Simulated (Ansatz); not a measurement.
# TaN (Fm-3m): modes against uniaxial strain along [110]

Aim: how do the optical modes of TaN (Fm-3m) shift and split under this strain?

Program: Ansatz 0.2.0. Level of theory: DFT LDA, scalar-relativistic, plane waves, PAW; PAW set soft_1. Results are calculated unless marked as measured.

## 1. The starting structure

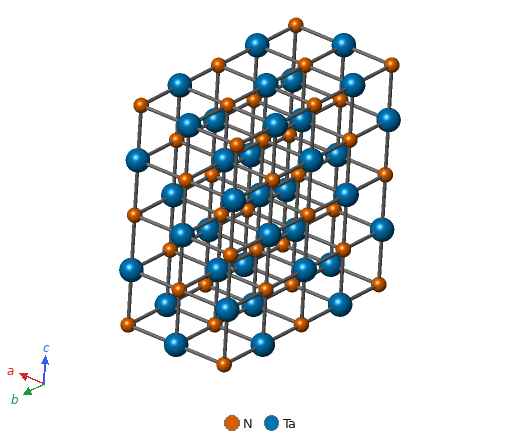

The cell as given, from a free direction (nitrogen orange, tantalum blue). 1×2×2 cells are drawn. This picture shows the conventional cell, with its axes. Some periodic images of atoms are drawn too.

## 2. Bringing the structure to rest

The cell and atoms are relaxed, since residual forces and stress would shift the frequencies.

File input.yaml:

```yaml
crystal:
  lattice:
    - [0.0, 2.179, 2.179]
    - [2.179, 0.0, 2.179]
    - [2.179, 2.179, 0.0]
  atoms:
    - { symbol: "N", position: [0.0, 0.0, 0.0] }
    - { symbol: Ta, position: [0.5, 0.5, 0.5] }
kpoints:
  mp_grid: { grid: [16, 16, 16] }
hamiltonian:
  xc: lda
  pseudopotentials: { kind: paw, azcp: { folder: soft_1 }, xc_functional: pbe }
scf:
  occupations: { method: gaussian, width: 0.1 }
output:
  forces: true
  stress: true
  eigenvalues: true
  write_density: true
  write_potential: true
  elf: true
  volumetric_format: npy
relax:
  adjacent_minimum: "off"
  f_tol: 0.005
  max_steps: 80
  cell: { stress_tol: 0.05 }
```

On the command line:

```
$ ansatz run input.yaml --threads 4 --pin off --max-ram 10240MiB --backend cpu --events-out ev --progress --plain --runs-dir out
```

Numbers of over 12 decimals in the logs are rounded to 6 here.

Output:

```text
Engine: ansatz 0.2.0, aarch64-unknown-linux-gnu
Pseudopotentials: kind: paw
Pseudopotential: N, paw, valence charge 5, recommended cutoff 420 eV (normal), soft_1/N.paw.azcp
Pseudopotential: Ta, paw, valence charge 13, recommended cutoff 420 eV (normal), soft_1/Ta.paw.azcp
Functional definition: SPW92
  exchange = slater_x
  correlation = pw_c
Crystal: 2 atoms, lattice volume = 20.692 Å³
Basis set: ecut = 420 eV, 411 PW (Γ)
Bands: 13, of which v1, the nominal top of the filled ones, is band 9 counted from 1 (8 counted from 0)
Symmetry: 48 space group operations
Space group: Fm-3m (ITA 225), of the structure as read, at distance tolerance 2.7e-5 Å
k-points: 145 of 4096
Non-local potential: N, projectors of the file, l = 0: 2, l = 1: 2, l = 2: 1
Non-local potential: Ta, projectors of the file, l = 0: 3, l = 1: 2, l = 2: 2, l = 3: 1
PAW form: soft (Blöchl's): semilocal exchange-correlation on the pseudo side does not see the compensation charge
PAW frozen core: N, regenerated for the run's functional, and the local potential with it (the file was generated under x = pbe(κ = 0.804, μ = 0.219515), c = pbe(β = 0.066725))
PAW frozen core: Ta, regenerated for the run's functional, and the local potential with it (the file was generated under x = pbe(κ = 0.804, μ = 0.219515), c = pbe(β = 0.066725))
PAW one-centre angular grid: N, 110 points (default); XC on 64 Gauss nodes
PAW one-centre angular grid: Ta, 590 points (default); XC on 64 Gauss nodes
Initial density: superposition of atomic densities (chi_scale 0.1, normalization cell, long waves kept (reshape's long-wave potential 0.00 eV rms))
Initial wavefunctions: pseudopotential atomic-orbital guess
Functional: x = slater, c = lda
SCF iter   1: F=—  HF=-10059.589000 eV  |F-HF|=—  |Δ(HF+E_count)|=         —  Δρ=5.04e-2  dr2=5.40e-1  ethr=3.10e-3  ⟨swp⟩=5.1  Hψ=19754  notcnv=0
automatic band count: the SCF goes on with 17 bands, as 13 were too few: the levels above may hold too much charge
preconditioner: auto → none  [metal: Δε(μ)=0.017 eV  Ē_g=16.107 eV  σ=0.100 eV  W_gap=0.10  n_scr=8 (ndim 8)  ℏωp=25.8 eV  f_vac=0.000  D(μ)=1.01/eV (n_scr^D=14)  sad-step TF]
SCF iter   2: F=—  HF=-10059.542095 eV  |F-HF|=—  |Δ(HF+E_count)|=   4.69e-2  Δρ=3.55e-2  dr2=3.00e-1  ethr=3.00e-3  ⟨swp⟩=1.0  Hψ=3625  notcnv=0  defer=3
SCF iter   3: F=—  HF=-10059.468941 eV  |F-HF|=—  |Δ(HF+E_count)|=   7.32e-2  Δρ=2.88e-3  dr2=4.11e-4  ethr=1.67e-3  ⟨swp⟩=2.4  Hψ=3319  notcnv=0  defer=27
SCF iter   4: F=—  HF=-10059.469091 eV  |F-HF|=—  |Δ(HF+E_count)|=   1.50e-4  Δρ=6.18e-4  dr2=9.98e-5  ethr=2.28e-6  ⟨swp⟩=2.7  Hψ=4614  notcnv=0  defer=273
SCF iter   5: F=—  HF=-10059.469066 eV  |F-HF|=—  |Δ(HF+E_count)|=   2.48e-5  Δρ=6.06e-5  dr2=6.52e-7  ethr=5.54e-7  ⟨swp⟩=2.4  Hψ=2975  notcnv=0  defer=287
SCF iter   6: F=-10059.469066 eV  HF=-10059.469066 eV  |F-HF|=3.23e-9  |Δ(HF+E_count)|=   1.26e-7  Δρ=6.29e-6  dr2=5.10e-9  ethr=5.56e-10  ⟨swp⟩=12.0  Hψ=15451  notcnv=0
SCF 1 converged in 6 iterations: F = -10059.469066 eV  dr2 = 5.10e-9
  greatest PAW one-centre occupation: 0.999 electrons in one spin orbital (limit 2), on the Ta atom at site 1 (counted from 0), in its partial waves of l = 0
relax step   1: F+E_penalty+E_count = -10059.46906566 eV  Δ(F+E_penalty+E_count) = +0.000e0 eV  max|allowed force component| = 1.926e-29 eV/Å  Δτ_max = 0.0000 Å  P = -2.641 GPa  Ω = 20.692 Å³  (6 SCF iters, dr2 threshold 1.00e-7 eV, accepted)
Crystal: 2 atoms, lattice volume = 20.489 Å³
Bands: 17, of which v1, the nominal top of the filled ones, is band 9 counted from 1 (8 counted from 0)
Initial density: handed on by an earlier stage of this run
Initial wavefunctions: those handed on with the density
iter 1 solved again at ethr=3.88e-6 eV; its pass at ethr=3.10e-3 eV (dr2=6.98e-4 eV) is discarded
SCF iter   1: F=—  HF=-10059.470751 eV  |F-HF|=—  |Δ(HF+E_count)|=         —  Δρ=1.82e-3  dr2=6.74e-4  ethr=3.88e-6  ⟨swp⟩=1.6  Hψ=12097  notcnv=0
preconditioner: auto → none  [metal: Δε(μ)=0.021 eV  Ē_g=15.966 eV  σ=0.100 eV  W_gap=0.12  n_scr=8 (ndim 8)  ℏωp=25.9 eV  f_vac=0.000  D(μ)=1.10/eV (n_scr^D=14)]
SCF iter   2: F=—  HF=-10059.470602 eV  |F-HF|=—  |Δ(HF+E_count)|=   1.50e-4  Δρ=6.90e-4  dr2=1.13e-4  ethr=3.74e-6  ⟨swp⟩=1.0  Hψ=2465  notcnv=0
SCF iter   3: F=—  HF=-10059.470572 eV  |F-HF|=—  |Δ(HF+E_count)|=   3.02e-5  Δρ=8.41e-5  dr2=1.21e-6  ethr=6.28e-7  ⟨swp⟩=1.1  Hψ=2523  notcnv=0
iter 4 did not close the SCF: its close was put off for the readings that it lacked (scf_convergence_deferred on its scf_iter line)
SCF iter   4: F=-10059.470571 eV  HF=-10059.470571 eV  |F-HF|=1.06e-8  |Δ(HF+E_count)|=   3.52e-7  Δρ=1.02e-5  dr2=1.70e-8  ethr=6.74e-9  ⟨swp⟩=1.1  Hψ=2494  notcnv=0
iter 5 did not close the SCF: its close was put off for the readings that it lacked (scf_convergence_deferred on its scf_iter line)
SCF iter   5: F=-10059.470571 eV  HF=-10059.470571 eV  |F-HF|=1.13e-10  |Δ(HF+E_count)|=   1.39e-9  Δρ=1.27e-6  dr2=2.13e-10  ethr=9.46e-11  ⟨swp⟩=2.3  Hψ=3109  notcnv=0
SCF iter   6: F=-10059.470571 eV  HF=-10059.470571 eV  |F-HF|=0.00e0  |Δ(HF+E_count)|=  1.09e-11  Δρ=1.58e-7  dr2=3.67e-12  ethr=1.19e-12  ⟨swp⟩=4.0  Hψ=9757  notcnv=0
SCF 2 converged in 6 iterations: F = -10059.470571 eV  dr2 = 3.67e-12
relax step   2: F+E_penalty+E_count = -10059.47057124 eV  Δ(F+E_penalty+E_count) = -1.506e-3 eV  max|allowed force component| = 9.581e-30 eV/Å  Δτ_max = 0.0000 Å  P = +1.075 GPa  Ω = 20.489 Å³  energy of the carried Pulay correction = +4.916e-4 eV  (6 SCF iters, dr2 threshold 2.00e-7 eV, accepted)
Crystal: 2 atoms, lattice volume = 20.547 Å³
iter 1 solved again at ethr=3.33e-7 eV; its pass at ethr=3.10e-3 eV (dr2=5.99e-5 eV) is discarded
SCF iter   1: F=—  HF=-10059.470638 eV  |F-HF|=—  |Δ(HF+E_count)|=         —  Δρ=5.31e-4  dr2=5.76e-5  ethr=3.33e-7  ⟨swp⟩=1.0  Hψ=11387  notcnv=0
preconditioner: auto → none  [metal: Δε(μ)=0.020 eV  Ē_g=15.919 eV  σ=0.100 eV  W_gap=0.11  n_scr=8 (ndim 8)  ℏωp=25.9 eV  f_vac=0.000  D(μ)=1.10/eV (n_scr^D=14)]
SCF iter   2: F=—  HF=-10059.470625 eV  |F-HF|=—  |Δ(HF+E_count)|=   1.29e-5  Δρ=2.02e-4  dr2=9.70e-6  ethr=3.20e-7  ⟨swp⟩=1.0  Hψ=2465  notcnv=0
iter 3 did not close the SCF: its close was put off for the readings that it lacked (scf_convergence_deferred on its scf_iter line)
SCF iter   3: F=-10059.470623 eV  HF=-10059.470623 eV  |F-HF|=6.97e-8  |Δ(HF+E_count)|=   2.53e-6  Δρ=2.45e-5  dr2=1.04e-7  ethr=5.39e-8  ⟨swp⟩=1.1  Hψ=2523  notcnv=0
iter 4 did not close the SCF: its close was put off for the readings that it lacked (scf_convergence_deferred on its scf_iter line)
SCF iter   4: F=-10059.470623 eV  HF=-10059.470623 eV  |F-HF|=9.08e-10  |Δ(HF+E_count)|=   3.01e-8  Δρ=2.98e-6  dr2=1.45e-9  ethr=5.77e-10  ⟨swp⟩=1.1  Hψ=2495  notcnv=0
iter 5 did not close the SCF: its close was put off for the readings that it lacked (scf_convergence_deferred on its scf_iter line)
SCF iter   5: F=-10059.470623 eV  HF=-10059.470623 eV  |F-HF|=9.09e-12  |Δ(HF+E_count)|=  5.82e-11  Δρ=3.65e-7  dr2=1.74e-11  ethr=8.08e-12  ⟨swp⟩=2.3  Hψ=3080  notcnv=0
SCF iter   6: F=-10059.470623 eV  HF=-10059.470623 eV  |F-HF|=1.82e-12  |Δ(HF+E_count)|=    0.00e0  Δρ=4.58e-8  dr2=3.10e-13  ethr=1.00e-12  ⟨swp⟩=4.0  Hψ=8731  notcnv=0
SCF 3 converged in 6 iterations: F = -10059.470623 eV  dr2 = 3.10e-13
relax step   3: F+E_penalty+E_count = -10059.47062265 eV  Δ(F+E_penalty+E_count) = -5.141e-5 eV  max|allowed force component| = 1.147e-29 eV/Å  Δτ_max = 0.0000 Å  P = -0.013 GPa  Ω = 20.547 Å³  energy of the carried Pulay correction = +3.498e-4 eV  (6 SCF iters, dr2 threshold 2.00e-7 eV, accepted)
Initial wavefunctions: pseudopotential atomic-orbital guess (no wavefunctions were taken with the density)
iter 1 solved again at ethr=1.59e-8 eV; its pass at ethr=3.10e-3 eV (dr2=2.87e-6 eV) is discarded
SCF iter   1: F=—  HF=-10059.470284 eV  |F-HF|=—  |Δ(HF+E_count)|=         —  Δρ=3.76e-5  dr2=4.44e-8  ethr=1.59e-8  ⟨swp⟩=3.0  Hψ=17457  notcnv=0
preconditioner: auto → none  [metal: Δε(μ)=0.021 eV  Ē_g=15.921 eV  σ=0.100 eV  W_gap=0.11  n_scr=8 (ndim 8)  ℏωp=25.9 eV  f_vac=0.000  D(μ)=1.10/eV (n_scr^D=14)]
SCF iter   2: F=—  HF=-10059.470284 eV  |F-HF|=—  |Δ(HF+E_count)|=   1.46e-7  Δρ=1.77e-5  dr2=7.56e-9  ethr=2.47e-10  ⟨swp⟩=2.1  Hψ=3228  notcnv=0
SCF iter   3: F=—  HF=-10059.470284 eV  |F-HF|=—  |Δ(HF+E_count)|=   3.40e-9  Δρ=1.72e-6  dr2=1.02e-10  ethr=4.20e-11  ⟨swp⟩=2.5  Hψ=3111  notcnv=0
iter 4 did not close the SCF: its close was put off for the readings that it lacked (scf_convergence_deferred on its scf_iter line)
SCF iter   4: F=-10059.470284 eV  HF=-10059.470284 eV  |F-HF|=5.46e-12  |Δ(HF+E_count)|=  5.46e-11  Δρ=8.62e-8  dr2=6.99e-13  ethr=1.00e-12  ⟨swp⟩=1.1  Hψ=2563  notcnv=0
iter 5 did not close the SCF: its close was put off for the readings that it lacked (scf_convergence_deferred on its scf_iter line)
SCF iter   5: F=-10059.470284 eV  HF=-10059.470284 eV  |F-HF|=1.82e-12  |Δ(HF+E_count)|=  1.82e-12  Δρ=1.68e-8  dr2=1.28e-14  ethr=1.00e-12  ⟨swp⟩=1.0  Hψ=2465  notcnv=0
iter 6 did not close the SCF: its close was put off for the readings that it lacked (scf_convergence_deferred on its scf_iter line)
SCF iter   6: F=-10059.470284 eV  HF=-10059.470284 eV  |F-HF|=1.82e-12  |Δ(HF+E_count)|=  1.82e-12  Δρ=1.97e-9  dr2=7.06e-16  ethr=1.00e-12  ⟨swp⟩=1.0  Hψ=2465  notcnv=0
iter 7 did not close the SCF: its close was put off for the readings that it lacked (scf_convergence_deferred on its scf_iter line)
SCF iter   7: F=-10059.470284 eV  HF=-10059.470284 eV  |F-HF|=3.64e-12  |Δ(HF+E_count)|=  1.82e-12  Δρ=2.32e-10  dr2=6.44e-18  ethr=1.00e-12  ⟨swp⟩=1.0  Hψ=2465  notcnv=0
SCF iter   8: F=-10059.470284 eV  HF=-10059.470284 eV  |F-HF|=1.82e-12  |Δ(HF+E_count)|=    0.00e0  Δρ=4.77e-11  dr2=3.81e-19  ethr=1.00e-12  ⟨swp⟩=1.2  Hψ=5599  notcnv=0
SCF 4 converged in 8 iterations: F = -10059.470284 eV  dr2 = 3.81e-19
relax step   4: F+E_penalty+E_count = -10059.47028415 eV  Δ(F+E_penalty+E_count) = +3.385e-4 eV  max|allowed force component| = 9.138e-30 eV/Å  Δτ_max = 0.0000 Å  P = -0.039 GPa  Ω = 20.547 Å³  stress off target by 3.86e-2 GPa  SCF on the basis re-selected at this cell (its energy is not comparable with the rows above)  (8 SCF iters)
basis re-selected at this cell: Δ(F+E_penalty+E_count) = +3.385e-4 eV, ΔP = -0.026 GPa vs the last step (what re-selecting the basis moved, of the pressure what is left beyond the Pulay correction that the steps carried, after the strain that the cell walked since its last selection, with what the two solves' SCF thresholds leave and, on support functions, any second-order correction that the steps lacked; it is no m [...]
SCF converged after 8 iterations
Free energy (F): -10059.470284 eV
Harris-Foulkes:  -10059.470284 eV  (|F-HF|=1.82e-12)
Internal energy: -10059.464776 eV  (E = F + TS)
E sigma→0 (E₀):  -10059.467530 eV
Entropy (-TS):   -0.005508 eV (-2.754 meV/atom)
Fermi energy:    21.998710 eV
--- Per-component energies (eV) ---
  E_band       = -38.710180
  E_kinetic    = 527.547031
  E_local      = -551.894184  (includes V_loc(G=0)·N_el)
  E_nonlocal   = 30.479611
  E_hartree    = 197.967071
  E_xc         = -379.506949
  E_vxc        = -311.814510  (∫ρ·V_xc dr)
  E_paw        = -8176.883104  (= ΣΔE_a)
  E_vpaw       = -128.963125  (= ΣTr[D̂ρ^β])
  E_aug_tail   = 0.000854  (compensation charges beyond the density's cutoff)
  E_ewald      = -1707.514147
  E_core_change = 0.339041  (= ΣΔE_core)
  E_smearing   = -0.005508  (= −TS)
  E_closure    = 0.000000  (closes the sum)
  Σ components = -10059.470284   (vs F -10059.470284, Δ=0.00e0)
--- Forces (eV/Å), atoms counted from 1 ---
  atom   1  N     -0.00000000     0.00000000     0.00000000
  atom   2  Ta     0.00000000    -0.00000000     0.00000000
  max |Σ_I F_I| component: 1.85e-29 eV/Å
--- Stress (GPa, compression-positive) ---
       -0.038565      -0.000000      -0.000000
       -0.000000      -0.038565      -0.000000
       -0.000000      -0.000000      -0.038565
  P = ⅓ Tr σ = -0.0386 GPa (-0.386 kbar)
--- Band table (eV; the first three rows and the last of 145) ---
  k-point 0: bands = [... 5 lower, 18.1196, 18.1196, 18.1196, 19.7958, 19.7958, 19.7958, 22.0374, 22.0374, ... 4 higher]
  k-point 1: bands = [... 5 lower, 17.6002, 17.7577, 17.7577, 19.9613, 19.9613, 20.0411, 22.4522, 22.4522, ... 4 higher]
  k-point 2: bands = [... 5 lower, 16.5514, 17.0166, 17.0166, 20.3438, 20.3438, 20.4068, 23.4542, 23.4542, ... 4 higher]
  k-point 144: bands = [... 5 lower, 14.3553, 15.1562, 15.1562, 21.8119, 21.8119, 25.7725, 26.4135, 26.7438, ... 4 higher]
--- Relaxed structure (3 steps of the walk, 3 accepted, 1 SCFs on fresh bases) ---
  F+E_penalty+E_count = -10059.47028415 eV   max|allowed force component| = 9.138e-30 eV/Å   (the final SCF, on the basis selected at the relaxed cell)
  cell:  # Å, volume = 20.5471 Å³
    - [0, 2.173904, 2.173904]
    - [2.173904, 0, 2.173904]
    - [2.173904, 2.173904, 0]
  atoms:
    - { symbol: N, position: [0, 0, 0] }
    - { symbol: Ta, position: [0.5, 0.5, 0.5] }
```

The job ended after 3.8 s (4 threads of Arm Neoverse V1, shared host; peak memory 0.35 GiB).

Relaxation path:

```tsv
step	energy less that of the first step (eV)	largest force component (eV/Å)	pressure (GPa)	volume (Å³)
1	0.0000	0.0000	-2.64	20.69
2	-0.0015	0.0000	1.08	20.49
3	-0.0016	0.0000	-0.01	20.55
4*	-0.0012	0.0000	-0.04	20.55
```

Relaxation steps marked * repeat the geometry before them on a plane-wave basis chosen anew for their cell, so energy and pressure can jump there.

The run keeps the 48 symmetry operations that it works with, so distortions that break them were not tested.

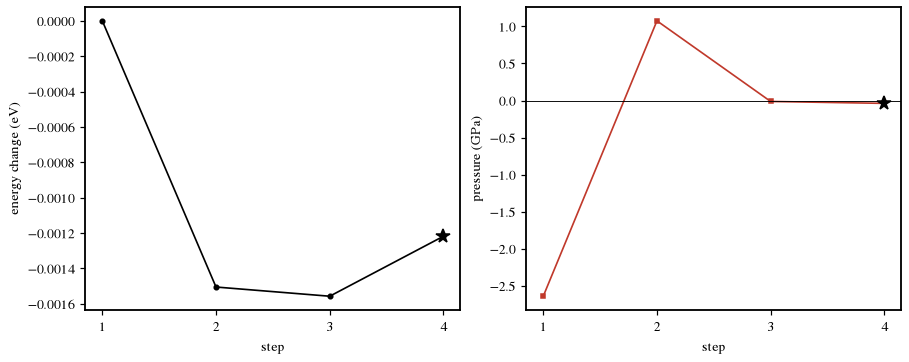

Energy and pressure along the relaxation. Stars mark steps on a basis chosen anew.

```tsv
conventional cell, symmetrised	before	after	change
a (Å)	4.358	4.348	-0.2 %
b (Å)	4.358	4.348	-0.2 %
c (Å)	4.358	4.348	-0.2 %
volume (Å³/atom)	10.35	10.27	-0.7 %
```

Final coordinates:

```
N Ta
1.0
     0.00000    2.17390    2.17390
     2.17390    0.00000    2.17390
     2.17390    2.17390    0.00000
N Ta
1 1
Cartesian
  0.0000 0.0000 0.0000
  2.1739 2.1739 2.1739
```

Numbers from this step:

* pressure: -0.03856 GPa
* volume per atom: 10.27 Å³
* gap on the k-mesh: 0 eV

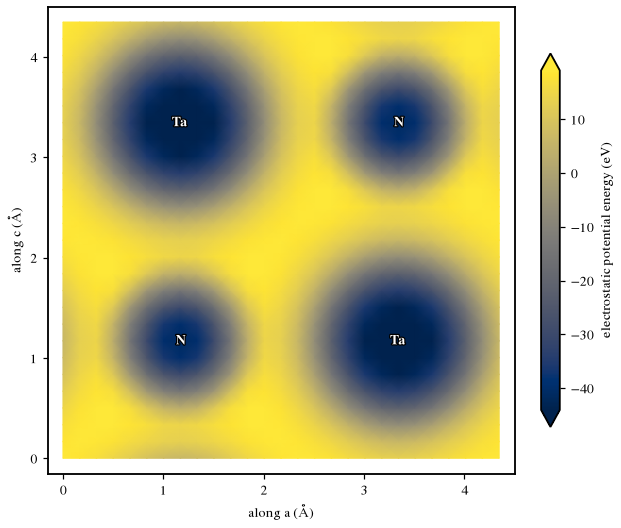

Electrostatic potential energy in the ac plane of the conventional cell at fractional y = 0.000, with atoms of N and Ta within 0.2 Å of it. With pseudopotentials it is smooth inside the atoms' cores, unlike the true potential. The map starts off the cell's origin, so that atoms lie inside it.

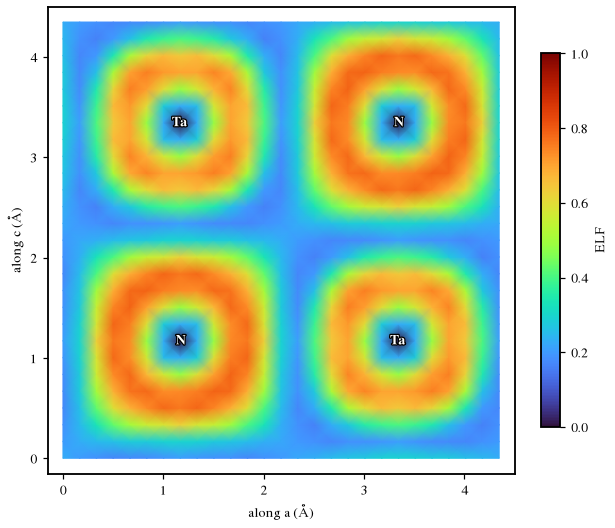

ELF in the ac plane of the conventional cell at fractional y = 0.000, with atoms of N and Ta within 0.2 Å of it. It is the smooth field of the valence electrons, not physical close to the nuclei. The map starts off the cell's origin, so that atoms lie inside it.

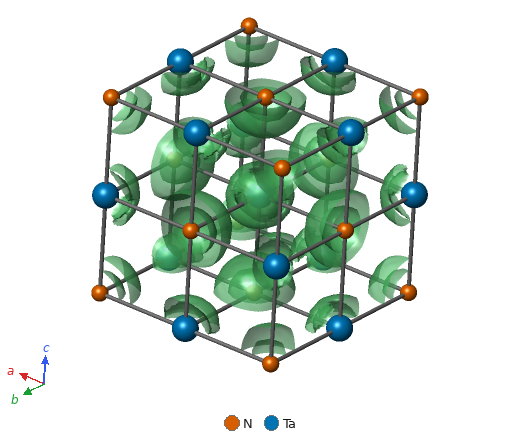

Surface of ELF = 0.71.

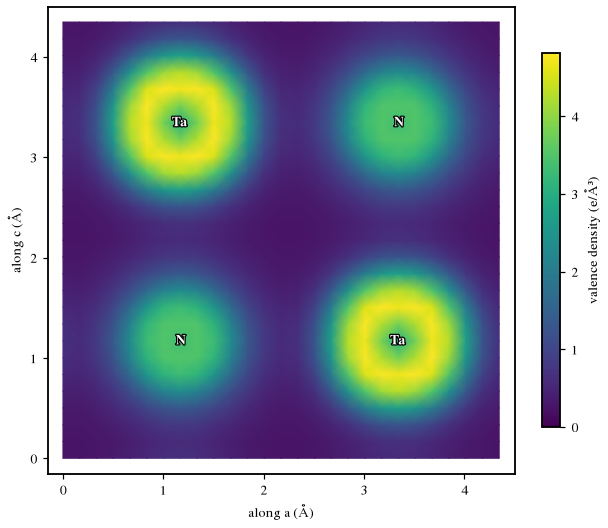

Valence density in the ac plane of the conventional cell at fractional y = 0.000, with atoms of N and Ta within 0.2 Å of it. It is the smooth field of the valence electrons, not physical close to the nuclei. The map starts off the cell's origin, so that atoms lie inside it.

In this step the volume went from 10.35 to 10.27 Å³/atom.

## 3. Tight relaxation

Phonons need small forces and stress, so the relaxation is finished with tight tolerances on 16×16×16 k points.

input.yaml, the sections that differ from step 2:

```yaml
crystal:
  lattice:
    - [0.0, 2.1739036719, 2.1739036719]
    - [2.1739036719, 0.0, 2.1739036719]
    - [2.1739036719, 2.1739036719, 0.0]
  atoms:
    - { symbol: "N", position: [0.0, 0.0, 0.0] }
    - { symbol: Ta, position: [0.5, 0.5, 0.5] }
scf:
  occupations: { method: methfessel_paxton, width: 0.2 }
output:
  forces: true
  stress: true
  eigenvalues: true
relax:
  adjacent_minimum: "off"
  f_tol: 0.001
  max_steps: 60
  cell: { stress_tol: 0.01 }
# kpoints, hamiltonian: as in step 2
```

Output:

```text
[...]
Crystal: 2 atoms, lattice volume = 20.547 Å³
Basis set: ecut = 420 eV, 411 PW (Γ)
Bands: 13, of which v1, the nominal top of the filled ones, is band 9 counted from 1 (8 counted from 0)
Symmetry: 48 space group operations
[...]
k-points: 145 of 4096
[...]
k-point 144: bands = [... 5 lower, 14.3578, 15.1589, 15.1589, 21.8150, 21.8150, 25.7762, 26.4177, 26.7478, ... 4 higher]
--- Relaxed structure (3 steps of the walk, 3 accepted, 1 SCFs on fresh bases) ---
[...]
cell:  # Å, volume = 20.5444 Å³
    - [0, 2.173808, 2.173808]
    - [2.173808, 0, 2.173808]
    - [2.173808, 2.173808, 0]
  atoms:
    - { symbol: N, position: [0, 0, 0] }
    - { symbol: Ta, position: [0.500000, 0.500000, 0.500000] }
[key lines of the parts left out:]
SCF converged after 3 iterations
Free energy (F): -10059.468552 eV
Fermi energy:    22.001754 eV
P = ⅓ Tr σ = -0.0005 GPa (-0.005 kbar)
```

Elapsed: 3.3 s, on 4 threads; peak memory 0.34 GiB.

Little changed from the start: no atom moved by 0.005 Å and no cell edge by 0.1 %.

Numbers from this step:

| Item | Value |
| --- | --- |
| pressure | -4.76e-4 GPa |

The forces vanish by symmetry and the pressure is 0.000 GPa, within the tolerances set. The cell now holds 10.27 Å³/atom.

(Continued in part 2 of 2.)

[Logs are printed without paths, hosts, clocks, repeated set-up lines and the standing remarks that a program may print on its own settings, such as how far it seeks lower states.]

[Hosts, paths, dates, database ids (printed as entryN), source tags and the programs' standing remarks are cut or masked in the printed files.]
